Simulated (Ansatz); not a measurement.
BH5OSi···HF

Input

```
crystal:
  periodic: [false, false, false]
  atoms:
    - { symbol: B, position_ang: [0.097411, -0.347466, -0.390554] }
    - { symbol: F, position_ang: [-0.367485, -0.200108, 2.081222] }
    - { symbol: H, position_ang: [0.981956, 0.450086, -0.277483] }
    - { symbol: H, position_ang: [-0.979025, -0.064068, -0.843583] }
    - { symbol: O, position_ang: [0.390186, -1.667593, -0.083389] }
    - { symbol: Si, position_ang: [-0.715384, -2.915801, -0.300871] }
    - { symbol: H, position_ang: [0.050839, -4.181506, -0.194585] }
    - { symbol: H, position_ang: [-1.755294, -2.873145, 0.760376] }
    - { symbol: H, position_ang: [-1.35215, -2.810948, -1.639606] }
    - { symbol: H, position_ang: [0.301646, -0.836952, 1.960774] }
basis:
  gaussian: { orbitals: "6-31G*" }
hamiltonian:
  xc: pbe0
  dispersion: d4
relax:
  f_tol: 0.03
  max_steps: 50
output:
  orbitals: {}
```

Launched as:

```sh
ansatz run input.yaml --threads 1 --pin off --max-ram 2048MiB --backend cpu --events-out ev --progress --plain --runs-dir out
```

The fields are those of the run's last geometry, not of the input's.

Computed with Ansatz 0.2.0, RKS PBE0-D4/6-31G*.

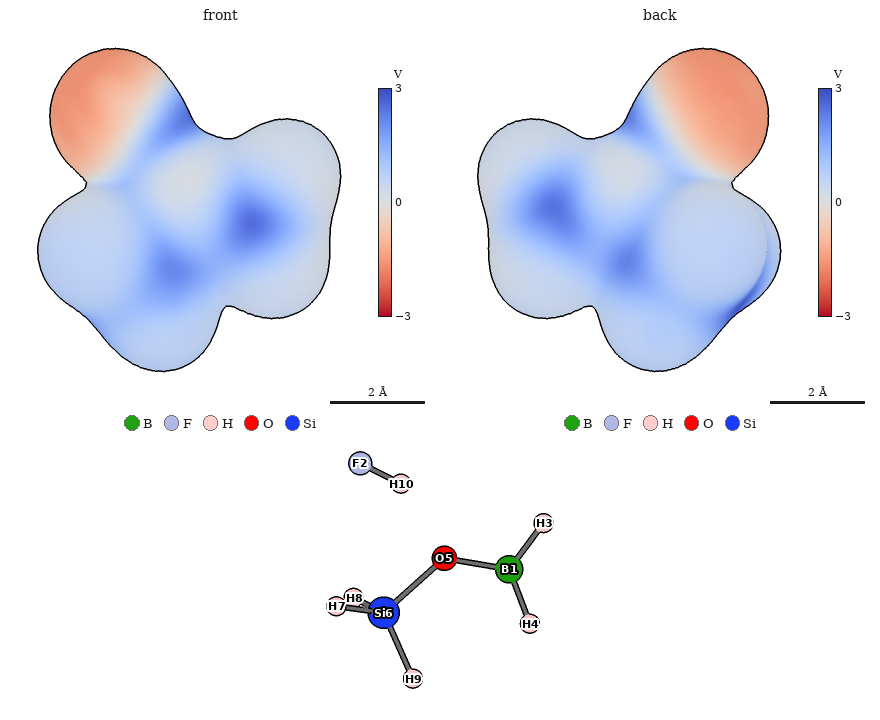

Figure 1. The electrostatic potential painted on the density surface at 0.004 e/bohr³, seen from the front and from behind; the colour scale runs from red (negative) to blue (positive). The bare structure is drawn below in the same view.

Describe the electrostatic potential map.

Answer. The most negative region (about −1.6 V) lies over F2, the most positive (about +2.6 V) over Si6.

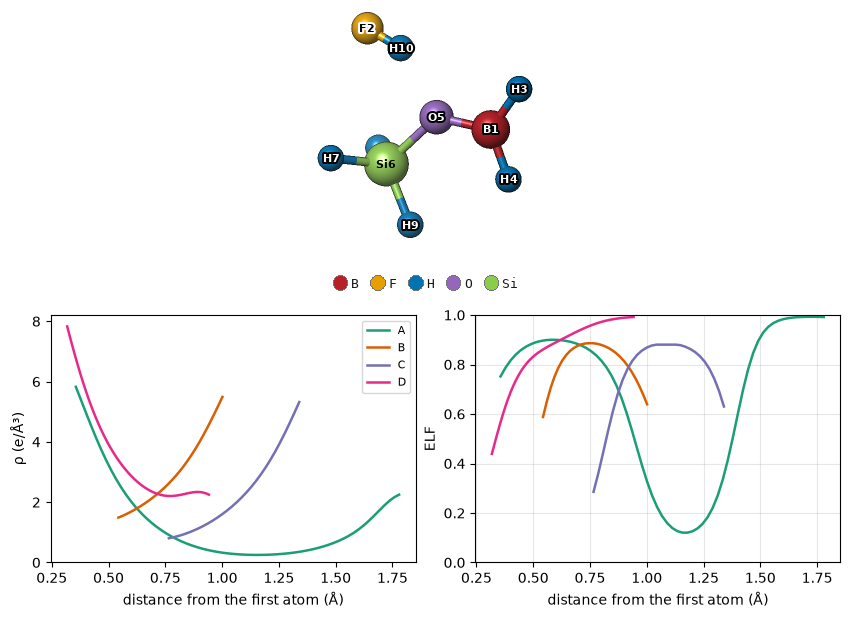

Figure 2. Electron density and electron localisation function along straight lines between neighbouring atoms. The curves leave out the atomic cores. The structure is drawn too.

Which curve belongs to which contact (B–O, F–H, O–H and Si–O)? The first atom named is at distance zero.

Answer. Curve A: O5···H10 (1.78 Å): the density falls to about 0.25 e/Å³ on the way; the ELF dips to about 0.10 between them; a closed-shell contact with the geometry of a hydrogen bond. Curve B: B–O (1.36 Å): the density is about 2.1 e/Å³ at the midpoint; the ELF peaks at about 0.90 between the atoms: a polar covalent bond. Curve C: Si–O (1.70 Å): the density is about 0.99 e/Å³ at the midpoint; the ELF peaks at about 0.90 between the atoms (a polar covalent bond). Curve D: F–H (0.94 Å): ρ is about 4.3 e/Å³ halfway; the ELF climbs to about 1 towards the hydrogen, as it does in any bond to H: a covalent bond by its length.

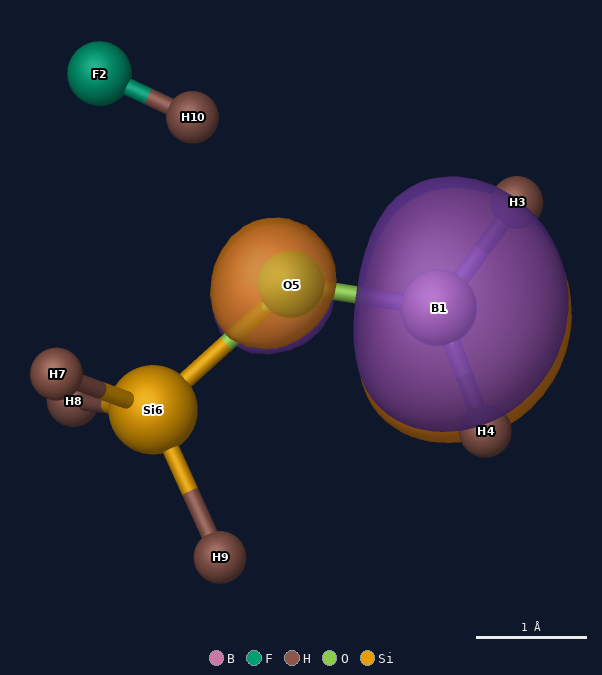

Figure 3. One frontier orbital at ±0.15 Å⁻³ᐟ² (orange and purple are the two phases), seen across its widest extent.

Which orbital is it: HOMO or LUMO?

Answer. The LUMO, at −0.60 eV. It lies mainly on B1 (about 65 %), O5 (about 15 %), H3 (about 5 %) and H4 (about 5 %).
